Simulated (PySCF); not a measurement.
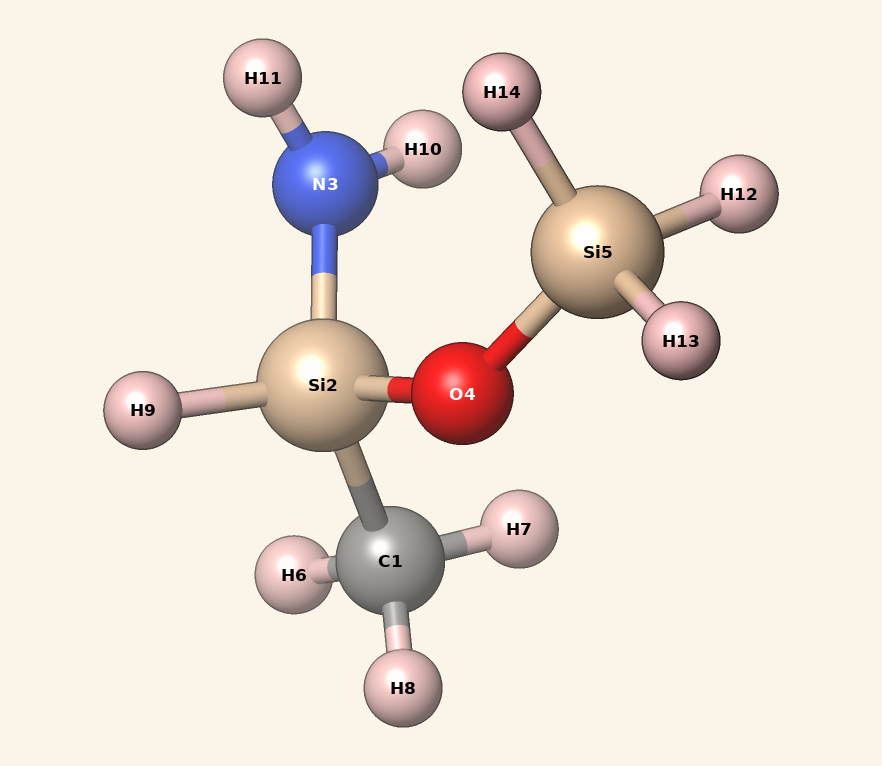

Distant atoms are faded towards the background colour. Computed geometry: PBE0-D3(BJ)/def2-SVP optimisation. No frequency run is at hand to confirm it as a minimum.

### Find the stereocentres and stereogenic double bonds.

Centres: Si2.

### Give the R/S and E/Z labels.

Si2: R (priorities O4 > N3 > C1 > H9).
